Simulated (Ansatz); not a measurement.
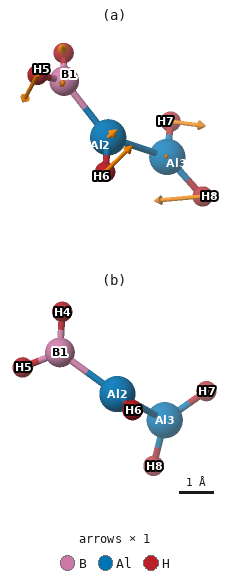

The structure of Al2BH5 before (top) and after (bottom) a relaxation, at one scale. The orange arrows give the displacements, at their true length.

The picture is a ball-and-stick view, seen from a free direction.

Theory: Ansatz, RKS PBE0-D4/def2-TZVP.

Input file:
```yaml
crystal:
  periodic: [false, false, false]
  atoms:
    - {symbol: B, position_ang: [-0.647340, 1.232350, -1.557260]}
    - {symbol: Al, position_ang: [0.512300, 0.623920, 0.093810]}
    - {symbol: Al, position_ang: [0.295370, -1.558710, 1.424910]}
    - {symbol: H, position_ang: [-1.515680, 0.579680, -2.019550]}
    - {symbol: H, position_ang: [-0.485140, 2.263810, -2.107710]}
    - {symbol: H, position_ang: [1.658340, 1.609810, 0.588430]}
    - {symbol: H, position_ang: [-0.834540, -2.545330, 0.902550]}
    - {symbol: H, position_ang: [1.016680, -2.205530, 2.674830]}
basis:
  gaussian: {orbitals: def2-TZVP}
hamiltonian: {xc: pbe0, dispersion: d4}
relax: {f_tol: 0.005, max_steps: 200}
```

Launched with:
```bash
ansatz run in.yaml --threads 2 --pin off --events-out ev --progress --plain --max-ram 4352MiB
```

> Describe what moved and what it gained.

H8 moves most after the best rigid fit: 1.59 Å. By element the largest moves are H 1.59 Å, Al 0.40 Å, B 0.24 Å. Some distances before and after: Al2–Al3 2.566 → 2.595 Å, B1–H4 1.181 → 1.201 Å, Al3–H8 1.581 → 1.596 Å, Al2–H6 1.591 → 1.600 Å. Bond angles that change, for instance: Al2–Al3–H8 136.0° → 121.9°, Al2–Al3–H7 114.7° → 121.8°, H7–Al3–H8 109.3° → 116.3°. Groups turn about B1–Al2 by about 90°, Al2–Al3 by about 90°. The energy falls by 0.442 eV in 21 accepted moves (23 points after the start). Largest force component: 0.56 eV/Å at the start, 0.0046 eV/Å at the end. The line search rejected the trial steps at points 11, 18 of the run.
